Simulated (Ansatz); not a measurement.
**C2H5BN (SMILES B[N]C=C) at U-r2SCAN/def2-SVPD**

Aim: the electronic atomisation energy of C2H5BN at U-r2SCAN/def2-SVPD, from 5 runs. 

The calculation is run with Ansatz 0.2.0.

40 further runs of the same task are left out: 40 set aside as unsound or not needed.

**1. The system as given**

C2H5BN: 9 atoms, total charge 0, spin state doublet. SMILES: `B[N]C=C`. The shape is that of a PBE0-D4/def2-TZVP optimisation.

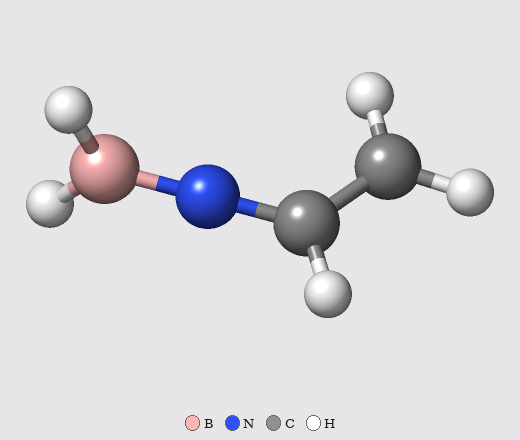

The structure, seen from a chosen angle (boron pink, nitrogen blue, carbon grey, hydrogen white).

**2. A single-point energy at U-r2SCAN/def2-SVPD**

input.yaml

```yaml
crystal:
  periodic: [false, false, false]
  atoms:
    - {symbol: B, position_ang: [-0.864600, 1.674800, -0.110400]}
    - {symbol: "N", position_ang: [-0.486400, 0.387700, -0.106200]}
    - {symbol: C, position_ang: [-0.126200, -0.844400, -0.102100]}
    - {symbol: C, position_ang: [1.161000, -1.270600, 0.212300]}
    - {symbol: H, position_ang: [-1.300900, 2.164000, 0.896800]}
    - {symbol: H, position_ang: [-0.758900, 2.316900, -1.120700]}
    - {symbol: H, position_ang: [-0.871400, -1.601800, -0.359600]}
    - {symbol: H, position_ang: [1.410600, -2.323300, 0.200400]}
    - {symbol: H, position_ang: [1.925400, -0.549500, 0.472300]}
basis:
  gaussian: {orbitals: def2-SVPD}
magnetization: {spin_polarized: true, initial_magnetization: 1}
hamiltonian: {xc: r2scan}
accuracy: high
output: {orbitals: {seedname: orbitals}}
```

The run is started by

```console
$ ansatz run input.yaml --threads 1 --pin off --max-ram 3480MiB --events-out events.jsonl --progress --plain --runs-dir runs
```

The log of the run:

```text
Warning: RAYON_NUM_THREADS=1 ignored (pool sized by the plan → 1); use --threads N
Functional definition: r2SCAN
  name "r2SCAN"
  parameter k0 = 0.174
  parameter k1 = 0.065
  parameter a1 = 4.9479
  exchange = r2scan_x(k0 = k0, k1 = k1, a1 = a1)
  correlation = r2scan_c
2481 factors; integrals over basis functions are off by at most 3.5e-9 eV
mean field evaluation 1: about -4309.3375 eV, gradient 3.3e1 eV
mean field evaluation 2: about -4300.5833 eV, gradient 5.3e1 eV
mean field evaluation 4: about -4314.7367 eV, gradient 3.5e0 eV
mean field evaluation 8: about -4314.8251 eV, gradient 1.6e-1 eV
mean field evaluation 16: about -4314.8278 eV, gradient 5.3e-4 eV
mean field -4314.82780856 eV, -158.5669972693 hartree, gradient 4.1e-8 eV, S^2 0.787441; 0 other end points of the search recorded, 0 dependent functions left out
reference -4314.82781146 eV, -158.5669973760 hartree; 15, 14 occupied and 105, 106 virtual orbitals, 2481 factors
Total energy: -4314.82781146 eV, -158.5669973760 hartree
```

It took 29 s on 1 thread of Arm Neoverse V2, shared host; peak memory 0.56 GiB.

**3. The B atom**

molecule.yaml

```yaml
crystal:
  periodic: [false, false, false]
  atoms:
    - {symbol: B, position_ang: [0.000000, 0.000000, 0.000000]}
basis:
  gaussian:
    orbitals: def2-SVPD
magnetization:
  spin_polarized: true
  initial_magnetization: 1
hamiltonian:
  xc: {name: r2SCAN}
accuracy: high
```

Run the same way, it converges to -24.60769 Eh (log not shown).

**4. The C atom**

in.yaml

```yaml
crystal:
  periodic: [false, false, false]
  atoms:
    - symbol: C
      position_ang: [0.000000, 0.000000, 0.000000]
basis:
  gaussian: {orbitals: def2-SVPD}
magnetization: {spin_polarized: true, initial_magnetization: 2}
hamiltonian: {xc: {name: r2SCAN}}
accuracy: high
```

Run the same way, it converges to -37.78828 Eh (log not shown).

**5. The H atom, same level**

input.yaml

```yaml
crystal:
  periodic: [false, false, false]
  atoms:
    - {symbol: H, position_ang: [0.000000, 0.000000, 0.000000]}
basis:
  gaussian:
    orbitals: def2-SVPD
magnetization:
  spin_polarized: true
  initial_magnetization: 1
hamiltonian:
  xc: r2scan
accuracy: high
```

The run is started by

```console
$ ansatz run input.yaml --threads 1 --pin off --max-ram 3480MiB --events-out events.jsonl --progress --plain --runs-dir runs
```

The log of the run:

```text
Warning: RAYON_NUM_THREADS=1 ignored (pool sized by the plan → 1); use --threads N
Functional definition: r2SCAN
  name "r2SCAN"
  parameter k0 = 0.174
  parameter k1 = 0.065
  parameter a1 = 4.9479
  exchange = r2scan_x(k0 = k0, k1 = k1, a1 = a1)
  correlation = r2scan_c
33 factors; integrals over basis functions are off by at most 2.1e-9 eV
mean field evaluation 1: about -13.5842 eV, gradient 3.3e-3 eV
mean field evaluation 2: about -13.5842 eV, gradient 3.4e-3 eV
mean field evaluation 4: about -13.5842 eV, gradient 2.8e-5 eV
mean field -13.58416968 eV, -0.4992090282 hartree, gradient 8.8e-10 eV, S^2 0.750000; 0 other end points of the search recorded, 0 dependent functions left out
reference -13.58417057 eV, -0.4992090606 hartree; 1, 0 occupied and 7, 8 virtual orbitals, 33 factors
Total energy: -13.58417057 eV, -0.4992090606 hartree
```

It took 0.38 s on 1 thread of Arm Neoverse V2, shared host.

**6. The N atom at the same level**

job.yaml

```yaml
crystal:
  periodic: [false, false, false]
  atoms:
    - symbol: N
      position_ang: [0.000000, 0.000000, 0.000000]
basis:
  gaussian: {orbitals: def2-SVPD}
magnetization: {spin_polarized: true, initial_magnetization: 3}
hamiltonian: {xc: {name: r2SCAN}}
accuracy: high
```

Run the same way, it converges to -54.51625 Eh (log not shown).

**7. What came out**

At U-r2SCAN/def2-SVPD:

| quantity | value |
| --- | --- |
| molecule: total energy | -158.56700 Eh |
| molecule: HOMO energy (highest over α and β) | -6.00 eV |
| molecule: LUMO energy (lowest over α and β) | -3.74 eV |
| molecule: ⟨S²⟩ | 0.787 |
| B atom: total energy | -24.60769 Eh |
| B atom: ⟨S²⟩ | 0.757 |
| C atom: total energy | -37.78828 Eh |
| C atom: ⟨S²⟩ | 2.006 |
| H atom: total energy | -0.49921 Eh |
| H atom: ⟨S²⟩ | 0.750 |
| N atom: total energy | -54.51625 Eh |
| N atom: ⟨S²⟩ | 3.756 |
| electronic atomisation energy | 37.292 eV |

What this shows: Taking the molecule apart into free atoms costs 37.29 eV (3598 kJ/mol), before zero-point energy and without spin-orbit coupling.
